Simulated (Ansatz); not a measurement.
```xyz
5
Lattice="4.7012 0.0000 0.0000 0.0000 4.7012 0.0000 0.0000 0.0000 4.7012" Properties=species:S:1:pos:R:3 pbc="T T T"
Mg    0.0000    0.0000    0.0000
Cd    0.0000    2.3506    2.3506
Cd    2.3506    0.0000    2.3506
Cd    2.3506    2.3506    0.0000
O     2.3506    2.3506    2.3506
```

Space group Pm-3m; a structure generated by program, which may or may not match a known phase.

These are results of DFT PBE, scalar-relativistic, plane waves, PAW in Ansatz 0.2.0, not measurements.

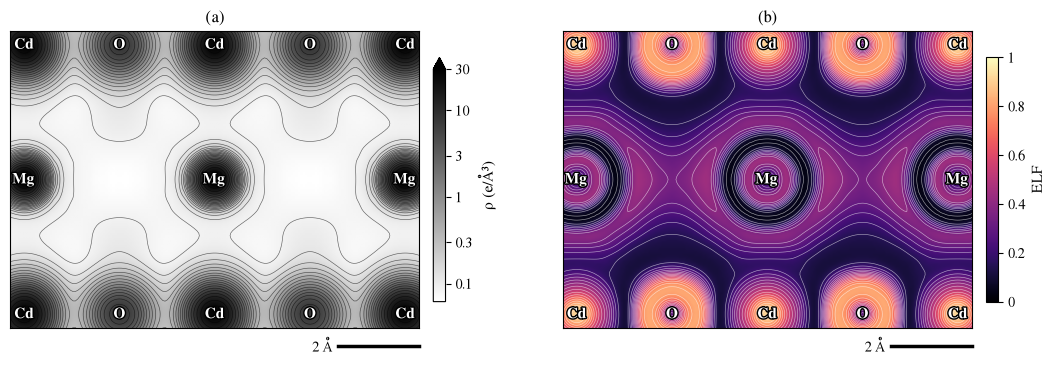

MgCd3O. (a) valence charge density (pseudo); (b) electron localisation function on the (110) plane of the conventional cell.

### Interpret the plot.

Atoms in the plane: Mg, Cd and O. Cd–O (2.35 Å): ρ at the midpoint is about 0.36 e/Å³; the ELF is about 0.10 at the midpoint; no shared electron pair shows on this line. Mg–Cd (3.32 Å): ρ is about 0.1 e/Å³ halfway; the ELF is about 0.30 at the midpoint. Between the atoms the lowest density in this plane is 0.06 e/Å³. The features right at Cd lie inside the PAW spheres, where the map follows smoothed inner orbitals and isn't to be read closely.
